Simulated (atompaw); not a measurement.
**A PAW (atompaw) potential for aluminium, from input to tests**

Task: generate the file, and judge it by its logarithmic derivatives, its ghosts and its cutoff.

The numbers are computed with atompaw 4.2.0.5 (PBE, scalar-relativistic, spin-unpolarised reference atom).

## (1) Settings

Typed settings, in words:

| Item | Value |
| --- | --- |
| element | aluminium (Al, Z = 13) |
| type | PAW |
| frozen core | [He] |
| valence charge | 11 |
| reference configuration | 2s2 2p6 3s2 3p0.5 (charge +0.5) |
| partial waves | 2s (bound): rc 0.90 bohr; 3s (bound): rc 1.10 bohr; 2p (bound): rc 0.55 bohr; 3p (bound): rc 1.15 bohr; 3d channel at 0.35 Ry: rc 1.15 bohr; 3d channel at 1.75 Ry: rc 1.15 bohr |
| local potential | bessel scheme, radius 0.85 bohr |
| core correction | smooth core density matched at 0.65 bohr |
| augmentation charge | besselshape compensation charge, radius 0.95 bohr; PAW radius 1.15 bohr; waves and projectors: custom rrkj vanderbiltortho |

## (2) The generation run

Al.input reads:

```
Al 13
GGA-PBE scalarrelativistic loggrid 1500 logderivrange -10 5 376
3 3 0 0 0 0
3 1 0.5
0 0 0
c
v
v
v
v
2
1.15 0.95 0.85 0.65
n
n
y
0.35
y
1.75
n
custom rrkj vanderbiltortho besselshape
bessel
0.90
1.10
0.55
1.15
1.15
1.15
PWSCFOUT
UPFDX 0.0125d0 UPFXMIN -7.d0 UPFZMESH 13.d0
END
```

Run with:

```console
atompaw < Al.input > Al.log
```

Output in the file Al (summary file):

```text
 Completed calculations for Al (AE)

 Exchange-correlation type: GGA, Perdew-Burke-Ernzerhof

 Radial integration grid is logarithmic 
 r0 =   6.0512684E-04 h =   7.8666489E-03   n =      1500 rmax =   8.0000000E+01

 Scalar relativistic calculation

 AEatom converged in  23 iterations
   nz     =  13.00
   delta  =       1.846782323096E-16

 All Electron Orbital energies:         
  n  l      occupancy      energy
  1  0      2.0000000E+00 -1.1135300E+02
  2  0      2.0000000E+00 -8.2321125E+00
  3  0      2.0000000E+00 -8.1539329E-01
  2  1      6.0000000E+00 -5.4011175E+00
  3  1      5.0000000E-01 -4.1902212E-01

 Total energy
   Total                    :     -485.21608542223834

 ---
 Completed calculations for Al (SC)

 Exchange-correlation type: GGA, Perdew-Burke-Ernzerhof

 Radial integration grid is logarithmic 
 r0 =   6.0512684E-04 h =   7.8666489E-03   n =      1500 rmax =   8.0000000E+01

 Scalar relativistic calculation

 SCatom converged in   2 iterations
   nz     =  13.00
   delta  =       5.706063999753E-17

 Valence Electron Orbital energies:         
  n  l      occupancy      energy
   2  0      2.0000000E+00 -8.2321125E+00
   3  0      2.0000000E+00 -8.1539330E-01
   2  1      6.0000000E+00 -5.4011175E+00
   3  1      5.0000000E-01 -4.1902212E-01

 Total energy
   Total                    :     -485.21608542293745
   Valence                  :     -178.25185549318869

 PAW parameters: 
       lmax =            2
         rc =    1.1518683152072668     
        irc =          961
   rc_shape =   0.95358806458733403     
    rc_vloc =   0.85407995294402184     
    rc_core =   0.65349929909526483     
   Vloc: truncated form - Vps(r)=A.sin(qr)/r for r<rc
   Projector type: RRKJ pseudization + Vanderbilt ortho.
   Bessel compensation charge shape zeroed at   9.5359E-01

 Number of basis functions     6
 No.   n  nodes  l      Energy         Cp coeff         Occ
  1    2    1    0   -0.8232112E+01 -0.3478847E+00  0.2000000E+01
  2    3    2    0   -0.8153933E+00 -0.2802582E+01  0.2000000E+01
  3    2    0    1   -0.5401117E+01 -0.3937694E+00  0.6000000E+01
  4    3    1    1   -0.4190221E+00 -0.3146756E+01  0.5000000E+00
  5  999    0    2    0.3500000E+00  0.1293345E+04  0.0000000E+00
  6  999    1    2    0.1750000E+01  0.9321379E+03  0.0000000E+00

 Eigenvalues of overlap operator (in the basis of projectors):
    1        1.60631867E-01
    2        2.11073174E-01
    3        2.05835307E+00
    4        3.56188215E+01
    5        7.49677154E+02
    6        8.57236551E+03

 Orbital leakage outside PAW augmentation regions
   orb  is_core?  %out_of_sphere
   1 0    T           0.00
   2 0    F           4.74
   3 0    F          95.17
   2 1    F           6.05
   3 1    F          97.26

 Summary of PAW energies
   Total valence energy     :   -178.25184190033792
   Smooth energy            :    160.61779046400073
   One center               :   -338.86963236433866
   Smooth kinetic           :    114.18263531316785
   Vloc energy              :     32.25111635434494
   Smooth exch-corr         :    -20.13058309815967
   One-center xc            :    -16.55837318040952
```

Run time: 1.4 s. Hardware: 1 thread, shared host.

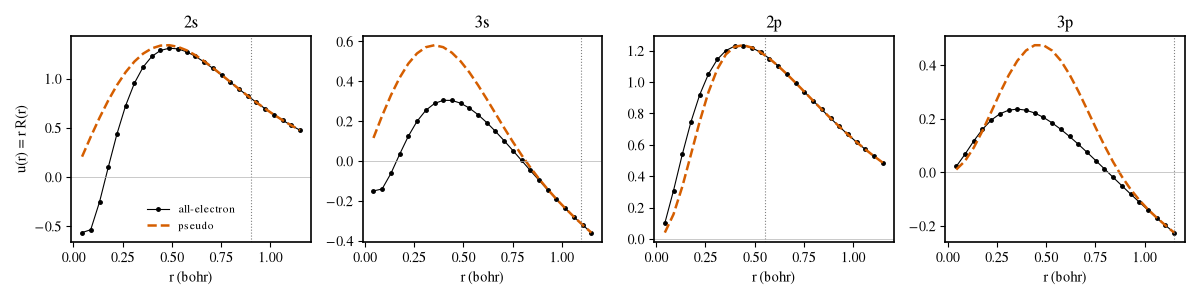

All-electron and pseudo partial waves (2s, 3s, 2p, 3p), with the matching radii dotted. The curves join 26 sampled radii.

## (3) Logarithmic derivatives

Taken from the files of the generation run. The phase is arctan(r·u′/u) with u = r·R, unwrapped, with energies in Ry. A pole is an energy at which the radial function vanishes at the test radius. The pseudo phase is shifted by a multiple of π to meet the all-electron one at the reference energy. Levels narrower than the energy grid can be missing from the poles. The last column is the largest difference on the grid between −1 and +1 Ry.

| channel | radius (bohr) | reference (Ry) | poles AE | poles PS | window around the reference with phases within 0.05 rad (Ry) | largest difference near zero (rad) |
| --- | --- | --- | --- | --- | --- | --- |
| s | 1.15 | -0.82 | -7.02 | -7.02 | the whole range | 0.000 |
| p | 1.15 | -0.42 | -4.29 | -4.31 | below 2.1 | 0.005 |
| d | 1.15 | 0.35 | none | none | the whole range | 0.000 |

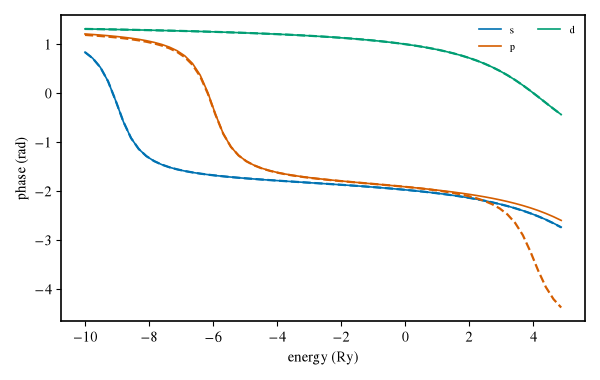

All-electron (solid) and pseudo (dashed) phases against energy.

## (4) Cutoff and ghost test in a Bessel basis

A separate test, outside the generator: the pseudo-atom's Hamiltonian at the reference potential is diagonalised in spherical Bessel functions j_l(qr) that vanish at 20 bohr, with q² up to the cutoff.

All-electron valence levels (Ry): 2s -8.2321, 3s -0.8154, 2p -5.4011, 3p -0.4190. The lowest levels of each channel (Ry) by cutoff; the last column sums, over occupied levels, occupation times the distance from the level at 400 Ry. A positive value at high cutoff is not a bound level.

| cutoff (Ry) | s #1 | s #2 | p #1 | p #2 | d #1 | f #1 | Σ f·Δε (mRy) |
| --- | --- | --- | --- | --- | --- | --- | --- |
| 8 | -6.7042 | -0.5890 | -1.6459 | -0.1777 | -0.0651 | 0.0297 | 26157.4 |
| 25 | -8.0613 | -0.7295 | -3.0085 | -0.2579 | -0.0666 | 0.0297 | 14946.7 |
| 50 | -8.2208 | -0.7942 | -3.3161 | -0.2939 | -0.0669 | 0.0297 | 12634.5 |
| 100 | -8.2317 | -0.8151 | -4.8829 | -0.4180 | -0.0670 | 0.0297 | 3107.8 |
| 180 | -8.2321 | -0.8154 | -5.3542 | -0.4189 | -0.0670 | 0.0297 | 278.2 |
| 260 | -8.2322 | -0.8154 | -5.3996 | -0.4190 | -0.0670 | 0.0297 | 6.0 |
| 400 | -8.2322 | -0.8154 | -5.4006 | -0.4190 | -0.0670 | 0.0297 | 0.0 |

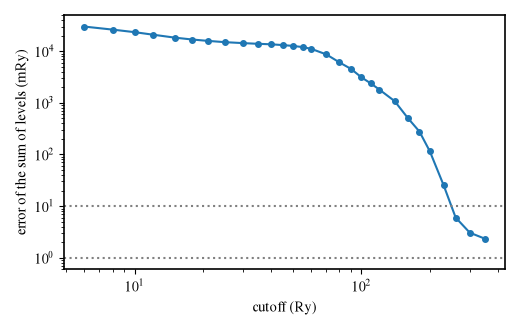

Occupation-weighted error of the valence levels against the cutoff; the dotted lines mark 10 and 1 mRy.

The sum stays within 10 mRy from 260 Ry and within 1 mRy only somewhere over 300 Ry. The sum leaves out empty levels, which can need more. Ghost test: no level below the all-electron spectrum of its channel (s, p, d, f tested).

## (5) Results

| quantity | value |
| --- | --- |
| cutoffs for 10 and 1 mRy, occupied levels | 260 Ry and over 300 Ry |
| bound ghosts | none found |
| largest phase difference near zero energy, channels read | 0.005 rad |
| lowest eigenvalue of the overlap (Bessel basis) | 0.061 (p) |
| share of valence orbitals outside the PAW sphere | 2s 5 %, 3s 95 %, 2p 6 %, 3p 97 % |
| UPF file | written |

In words: The potential is very hard: the looser tolerance needs 260 Ry. The tighter tolerance needs over 300 Ry, and converged work needs a cutoff nearer that. The slowest occupied level is 2p: taken alone it needs 260 Ry to come within 1 mRy, against 100 Ry for 3p. The Bessel-basis test finds no level below the valence levels. Near zero energy the phases of the channels with partial waves agree within 0.005 rad. These are tests on the free atom; a crystal test is still owed.
